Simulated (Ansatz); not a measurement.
System: BCl₃···H₂.

Input

```
crystal:
  periodic: [false, false, false]
  atoms:
    - { symbol: B, position_ang: [0.023476, -0.631151, -0.436275] }
    - { symbol: H, position_ang: [0.00703, 0.207809, 1.81155] }
    - { symbol: Cl, position_ang: [1.527318, 0.181209, -0.795088] }
    - { symbol: Cl, position_ang: [-1.511789, 0.123189, -0.79102] }
    - { symbol: Cl, position_ang: [0.056223, -2.329827, 0.218453] }
    - { symbol: H, position_ang: [0.026642, -0.474929, 2.012079] }
basis:
  gaussian: { orbitals: "6-31G*" }
hamiltonian:
  xc: pbe
relax:
  f_tol: 0.03
  max_steps: 50
output:
  orbitals: {}
```

Command:

```sh
ansatz run input.yaml --threads 1 --pin off --max-ram 2048MiB --backend cpu --events-out ev --progress --plain --runs-dir out
```

The fields are those of the run's last geometry, not of the input's.

Computed with RKS PBE/6-31G* in Ansatz.

### Predict the electron density and electron localisation function between the atoms.

B–Cl (1.75 Å): ρ is about 1.3 e/Å³ halfway; the ELF peaks at about 0.90 between the atoms, as expected for a polar covalent bond.

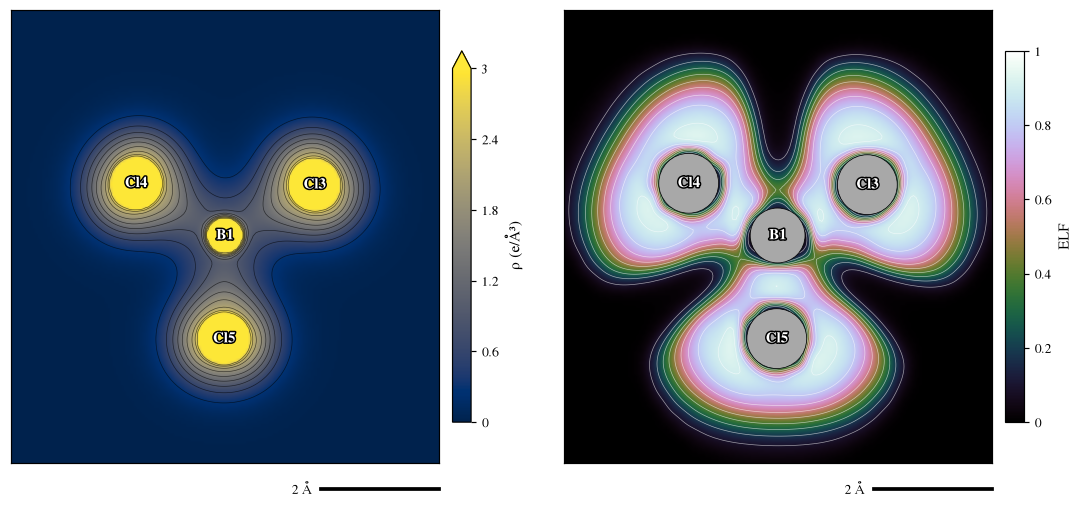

Computed electron density and electron localisation function on the plane of atoms Cl3, B1 and Cl4, in this order. Grey discs cover the atomic cores in the ELF map. 
